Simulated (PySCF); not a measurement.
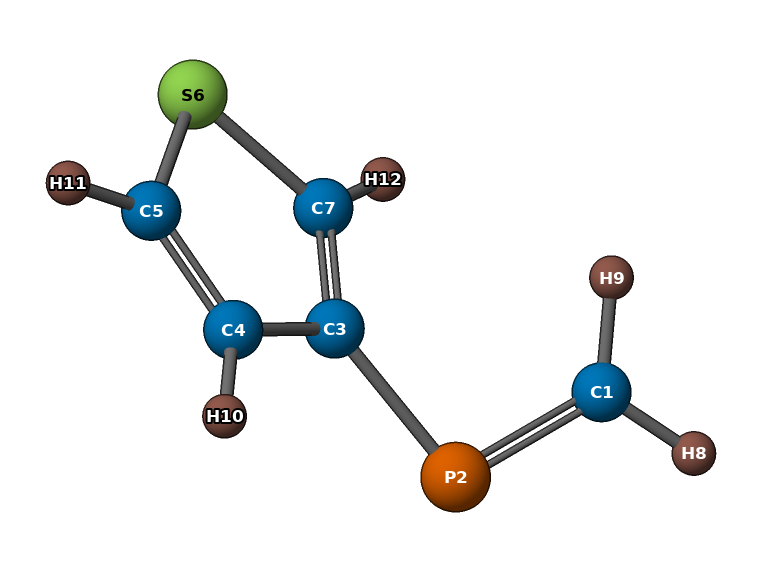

The questions are on isotropic NMR shieldings of the C atoms. The computed structure is the end point of a GFN2-xTB optimisation. No frequency run is at hand to confirm it as a minimum. Method: GIAO PBE0/pcSseg-1 NMR shielding, non-relativistic, gas phase (PySCF 2.14.0).

Which C atom is the most shielded (lowest chemical shift)?

Answer. C7 (53.0 ppm).

Which C atom is the least shielded (highest chemical shift)?

Answer. C1 (7.4 ppm).

How wide is the range of C shifts?

Answer. 45.6 ppm.

List the isotropic NMR shieldings of the C atoms.

```tsv
atom	σ (ppm)
C1	7.4
C3	34.6
C4	51.9
C5	51.6
C7	53.0
```

The geometry is semi-empirical. Around P such bond lengths and angles can be off by a tenth of an ångström or more and by several degrees, and values that hang on the shape move with them.
